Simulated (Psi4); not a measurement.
# H3NS (Thiohydroxylamine), step by step

We compute a structure relaxation (BP86/6-31G**), then vibrational wavenumbers, then a single-point energy (CCSD(T)/cc-pVDZ), then the vertical excitations (TDA-BP86/6-31G**) of H3NS (Thiohydroxylamine). 

Program for the calculation: Psi4 1.11.

**1. The structure to begin with**

The species is H3NS (5 atoms), typed as a singlet with charge 0. SMILES: `NS`. Geometry: relaxed at GFN2-xTB. The run starts from this shape.

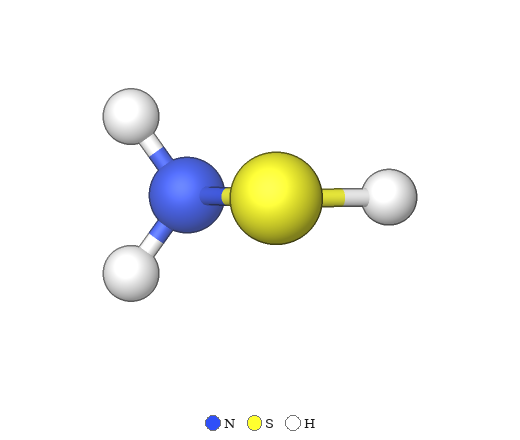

The structure, seen from a chosen angle (nitrogen blue, sulfur yellow, hydrogen white).

**2. A structure relaxation at BP86/6-31G(d,p) (density fitting, Cartesian functions) (run 1)**

File h3ns.in:

```
memory 1600 MB

molecule m {
  0 1
  N     -0.162760    -0.507400    -0.231700
  S      0.168270     0.954370     0.610330
  H      0.015040    -1.300690     0.375430
  H     -1.135990    -0.524720    -0.519210
  H      1.115440     1.378440    -0.234860
  units angstrom
}

set geom_maxiter 60

result, w = optimize("bp86/6-31G**", return_wfn=True)
```

On the command line:

```
$ psi4 -i h3ns.in -o h3ns.out -n 1
```

h3ns.out:

```text
Psi4 1.11 release

gradient() will perform analytic gradient computation.

   => Loading Basis Set <=

    Name: 6-31G**
    Role: ORBITAL
    Keyword: BASIS

         ---------------------------------------------------------
                                   SCF
                              RKS Reference
                        1 Threads,   1525 MiB Core
         ---------------------------------------------------------

  ==> Geometry <==

    Molecular point group: c1
    Full point group: C1

[... 190 lines left out ...]
  @DF-RKS Final Energy:  -454.74980077383543
[... 309 lines left out ...]
    Two-Electron Energy =                 261.2580756399516986
[... 244 lines left out ...]
    Total Energy =                       -454.7508957582026028
[... 300 lines left out ...]
    Weights Tolerance      =       1.00E-15
[... 316 lines left out ...]
	  Convergence Criteria     1.00e-06 *    3.00e-04 *             o    1.20e-03 *             o
[... 13 lines left out ...]
    Final optimized geometry and variables:
    Molecular point group: c1
    Full point group: C1

    Geometry (in Angstrom), charge = 0, multiplicity = 1:

    N           -0.226360722164    -0.998679218290    -0.575664311785
    S            0.105964435048     0.494609588249     0.293000935434
    H           -0.069690287224    -1.777865451225     0.072568538365
    H           -1.221378842165    -0.999828448714    -0.824303900116
    H            1.074606441749     0.962781687866    -0.544895264052

    Psi4 run time: 0:00:14.79

[set-up sections that repeat, and orbital energies of the middle runs, are left out above]
```

The script printed:

```text
Optimizer: Optimization complete!
```

Run time: 17 s. Hardware: 1 thread of Intel Xeon Platinum 8375C at 2.90GHz (Ice Lake), shared host; peak memory 0.37 GiB.

Step by step:

| step | energy from the first frame kept (eV) | largest force (eV/Å) |
| --- | --- | --- |
| 0 | 0.0000 | 0.7042 |
| 1 | -0.0243 | 0.2758 |
| 2 | -0.0298 | 0.1755 |
| 3 | -0.0313 | 0.1086 |
| 4 | -0.0318 | 0.0116 |

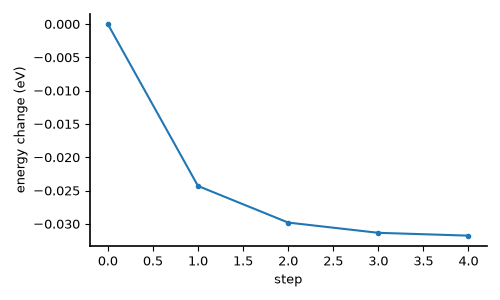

Energy along the run.

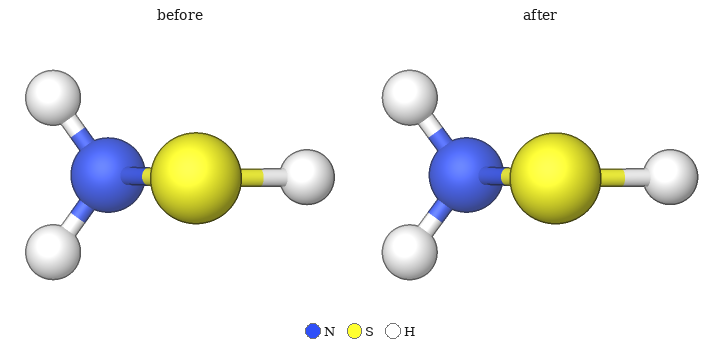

Before and after, at one scale.

After the run. Bond lengths: N1–S2 1.759 Å, N1–H3 1.026 Å, N1–H4 1.026 Å, S2–H5 1.364 Å. Angles: N1–S2–H5 97.0°, S2–N1–H3 107.7°, S2–N1–H4 107.7°, H3–N1–H4 107.5°.

**3. Vibrational wavenumbers at BP86/6-31G(d,p) (density fitting, Cartesian functions) (run 2)**

File run.py:

```python
import psi4

psi4.set_memory(1600000000)
psi4.set_num_threads(1)
psi4.set_output_file('output.dat', False)

m = psi4.geometry("""
0 1
N     -0.163191    -0.530144    -0.251423
S      0.169135     0.963144     0.617243
H     -0.006520    -1.309331     0.396810
H     -1.158209    -0.531294    -0.500062
H      1.137777     1.431316    -0.220653
symmetry c1
""")

psi4.set_options({
    't': 298.15,
    'rotational_symmetry_number': 1,
})

energy_value = psi4.frequencies("bp86/6-31G**", molecule=m)
print(f'total energy {energy_value:.8f} hartree = {energy_value * 27.211386:.5f} eV')
for k in ('ZPVE', 'ENTHALPY', 'GIBBS FREE ENERGY'):
    print(f'{k}: {psi4.variable(k):.8f} Eh')
```

On the command line:

```
$ python run.py
```

output.dat:

```text
Psi4 1.11 release

         ----------------------------------------------------------
                                   FINDIF
         ----------------------------------------------------------

[... 675 lines left out ...]
    VV10 Nonlocal Energy =                  0.0000000000000000
[... 1136 lines left out ...]
   @DF-RKS iter   8:  -454.75096588423759   -2.53525e-07   1.99546e-06 DIIS
[... 1013 lines left out ...]
 Dipole Y            :          1.3187963           -1.6854726           -0.3666763
[... 1122 lines left out ...]
   @DF-RKS iter  11:  -454.75096444610477   -8.18545e-12   1.26366e-08 DIIS
[... 1127 lines left out ...]
    Translational S                         37.592 [cal/(mol K)]      157.283 [J/(mol K)]       0.05990595 [mEh/K] (mol. weight = 48.9986 [u], P = 101325.00 [Pa])
[... 58 lines left out ...]
[set-up sections that repeat, and orbital energies of the middle runs, are left out above]
```

Standard output:

```text
Warning: used thermodynamics relations inappropriate for low-frequency modes: ['426.2106' '605.6697']
total energy -454.75096787 hartree = -12374.40412 eV
ZPVE: 0.03436591 Eh
ENTHALPY: -454.71226472 Eh
GIBBS FREE ENERGY: -454.74041891 Eh
```

Run time: 71 s. Hardware: 1 thread of Intel Xeon Platinum 8375C at 2.90GHz (Ice Lake), shared host; peak memory 0.36 GiB.

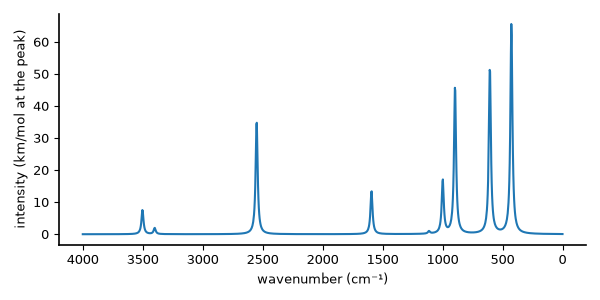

Harmonic infrared spectrum, unscaled, lines broadened by 10 cm⁻¹.

**4. A single-point energy at CCSD(T)/cc-pVDZ (run 3)**

File h3ns.py:

```python
import psi4

psi4.set_memory('1600 MB')
psi4.set_num_threads(1)
psi4.core.set_output_file('output.dat', False)

geom = psi4.geometry("""
0 1
N     -0.163191    -0.530144    -0.251423
S      0.169135     0.963144     0.617243
H     -0.006520    -1.309331     0.396810
H     -1.158209    -0.531294    -0.500062
H      1.137777     1.431316    -0.220653
""")

psi4.set_options(dict(basis='cc-pVDZ', scf_type='pk', freeze_core=True))

e = psi4.energy('ccsd(t)')
print(f'total energy {e:.8f} hartree = {e * 27.211386:.5f} eV')
```

On the command line:

```
$ python h3ns.py
```

output.dat:

```text
=> Loading Basis Set <=

    Name: CC-PVDZ
    Role: ORBITAL
    Keyword: BASIS

         ---------------------------------------------------------
                                   SCF
                              RHF Reference
                        1 Threads,   1525 MiB Core
         ---------------------------------------------------------

  ==> Geometry <==

    Molecular point group: c1
    Full point group: C1

    Geometry (in Angstrom), charge = 0, multiplicity = 1:

[... 88 lines left out ...]
   @RHF iter   1:  -453.64957191195288   -4.49451e-01   6.30797e-03 DIIS/ADIIS
[... 9 lines left out ...]
   @RHF iter  11:  -453.70304994498230   -6.19593e-12   9.65318e-09 DIIS
[... 54 lines left out ...]
 Dipole Z            :          1.2386956           -1.2061475            0.0325480
[... 147 lines left out ...]
    Iterations converged.
[... 38 lines left out ...]
      * CCSD total energy                     = -454.043819494947911
[... 10 lines left out ...]
    Nuclear Rep. energy (wfn)                =   56.759346903055025
    SCF energy          (wfn)                = -453.703049944982297
    Reference energy    (file100)            = -453.703049944981728
    CCSD energy         (file100)            =   -0.340769549966195
    Total CCSD energy   (file100)            = -454.043819494947911

    Number of ijk index combinations:               84
    Approx. words needed per explicit thread:          157216
    Number of threads for explicit ijk threading:    1

    MKL num_threads set to 1 for explicit threading.

    (T) energy                                =   -0.008748902626723
      * CCSD(T) total energy                  = -454.052568397574646
```

Standard output:

```text
total energy -454.05256840 hartree = -12355.39970 eV
```

It took 6 s on 1 thread of Intel Xeon Platinum 8375C at 2.90GHz (Ice Lake), shared host; peak memory 0.29 GiB.

**5. The excited states at TDA-BP86/6-31G(d,p) (density fitting, Cartesian functions, save jk yes) (run 4)**

File h3ns.xyz:

```xyz
5
H3NS
N     -0.163191    -0.530144    -0.251423
S      0.169135     0.963144     0.617243
H     -0.006520    -1.309331     0.396810
H     -1.158209    -0.531294    -0.500062
H      1.137777     1.431316    -0.220653
```

File calc.py:

```python
import psi4

psi4.set_memory('1600 MB')
psi4.set_num_threads(1)
psi4.core.set_output_file('output.dat', False)

with open('h3ns.xyz') as f:
    atoms = ''.join(f.readlines()[2:])
molecule = psi4.geometry('0 1\n' + atoms + 'symmetry c1')

psi4.set_options({
    'basis': '6-31G**',
    'save_jk': True,
})

from psi4.driver.procrouting.response.scf_response import tdscf_excitations
energy_value, wavefunction = psi4.energy("bp86", molecule=molecule, return_wfn=True)
states = tdscf_excitations(wavefunction, states=4, tda=True)
for k, s in enumerate(states, 1):
    print(f"root {k}: {s['EXCITATION ENERGY'] * 27.211386:.4f} eV  f = {s['OSCILLATOR STRENGTH (LEN)']:.4f}  {s['SYMMETRY']}")
print(f'bp86 energy: {energy_value:.10f} Eh')
```

On the command line:

```
$ python calc.py
```

output.dat:

```text
=> Loading Basis Set <=

    Name: 6-31G**
    Role: ORBITAL
    Keyword: BASIS

         ---------------------------------------------------------
                                   SCF
                              RKS Reference
                        1 Threads,   1525 MiB Core
         ---------------------------------------------------------

  ==> Geometry <==

    Molecular point group: c1
    Full point group: C1

    Geometry (in Angstrom), charge = 0, multiplicity = 1:

[... 86 lines left out ...]
    Weights Tolerance      =       1.00E-15
[... 62 lines left out ...]
   @DF-RKS iter   6:  -454.75095788483338   -1.14978e-04   8.05964e-05 DIIS
[... 40 lines left out ...]
    One-Electron Energy =                -738.7958332925076093
[... 21 lines left out ...]
 Dipole Z            :          1.2043776           -1.2061475           -0.0017699
[... 79 lines left out ...]
Excited State    4 (1 A):   0.26740 au   170.40 nm f = 0.0496
[... 4 lines left out ...]
******************************************************************************************
**********                               WARNING                                **********
**********       The names of excited state variables changed between 1.5       **********
**********     and 1.6. For a quick solution, remove the symmetry specifier     **********
**********   from the variable name. For full details, see 'Notes on Psivars'   **********
**********                        in the documentation.                         **********
******************************************************************************************
```

The script printed:

```text
root 1: 5.2406 eV  f = 0.0008  A
root 2: 5.9000 eV  f = 0.0629  A
root 3: 7.0623 eV  f = 0.0019  A
root 4: 7.2762 eV  f = 0.0496  A
bp86 energy: -454.7509678723 Eh
```

It took 7.8 s on 1 thread of Intel Xeon Platinum 8375C at 2.90GHz (Ice Lake), shared host; peak memory 0.35 GiB.

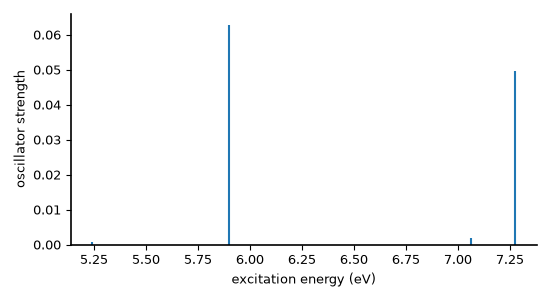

Vertical excitations as sticks.

The roots found:

| excited state | energy (eV) | strength | label |
| --- | --- | --- | --- |
| 1 | 5.241 | 0.0008 | A 1 |
| 2 | 5.900 | 0.0629 | A 1 |
| 3 | 7.062 | 0.0019 | A 1 |
| 4 | 7.276 | 0.0495 | A 1 |

**6. Outcome**

```
                                                                      quantity             value
                                  run 1, BP86/6-31G**: total energy at the end     -454.75097 Eh
                                            run 1, BP86/6-31G**: dipole moment            1.12 D
                                              run 1, BP86/6-31G**: HOMO energy          -5.75 eV
                                              run 1, BP86/6-31G**: LUMO energy          -0.84 eV
                                            run 1, BP86/6-31G**: HOMO–LUMO gap           4.90 eV
                               run 2, BP86/6-31G**: lowest harmonic wavenumber          426 cm⁻¹
                              run 2, BP86/6-31G**: highest harmonic wavenumber         3502 cm⁻¹
                                        run 2, BP86/6-31G**: zero-point energy       90.2 kJ/mol
run 2, BP86/6-31G**: ideal-gas entropy at 298.15 K (symmetry number 1 as used)  59.3 cal/(mol K)
                                          run 3, CCSD(T)/cc-pVDZ: total energy     -454.05257 Eh
                   run 3, CCSD(T)/cc-pVDZ: HOMO energy (Hartree–Fock orbitals)          -9.93 eV
                   run 3, CCSD(T)/cc-pVDZ: LUMO energy (Hartree–Fock orbitals)           4.13 eV
                 run 3, CCSD(T)/cc-pVDZ: HOMO–LUMO gap (Hartree–Fock orbitals)          14.07 eV
           run 3, CCSD(T)/cc-pVDZ: correlation energy (6 core orbitals frozen)        -349.5 mEh
                                        run 3, CCSD(T)/cc-pVDZ: (T) correction         -8.75 mEh
                                         run 3, CCSD(T)/cc-pVDZ: T1 diagnostic             0.009
                    run 4, TDA-BP86/6-31G**: ground-state or mean-field energy     -454.75097 Eh
               run 4, TDA-BP86/6-31G**: dipole moment (BP86 Kohn–Sham density)            1.12 D
                run 4, TDA-BP86/6-31G**: HOMO energy (BP86 Kohn–Sham orbitals)          -5.75 eV
                run 4, TDA-BP86/6-31G**: LUMO energy (BP86 Kohn–Sham orbitals)          -0.84 eV
              run 4, TDA-BP86/6-31G**: HOMO–LUMO gap (BP86 Kohn–Sham orbitals)           4.90 eV
                             run 4, TDA-BP86/6-31G**: lowest excitation energy           5.24 eV
```

What this shows: The optimisation (run 1, BP86/6-31G**) took 5 steps and changed the energy by -0.032 eV. All 9 modes are real, so the shape is a minimum at this level. The triples (run 3, CCSD(T)/cc-pVDZ) make up 2.5 % of the correlation energy. The brightest of the 4 transitions from the ground state lies at 5.90 eV (210 nm, f = 0.063); the lowest, at 5.24 eV, has f = 0.001. Roots above 5.7 eV lie over the negative of the HOMO energy, where a finite basis gives discretised continuum or poorly described Rydberg states.
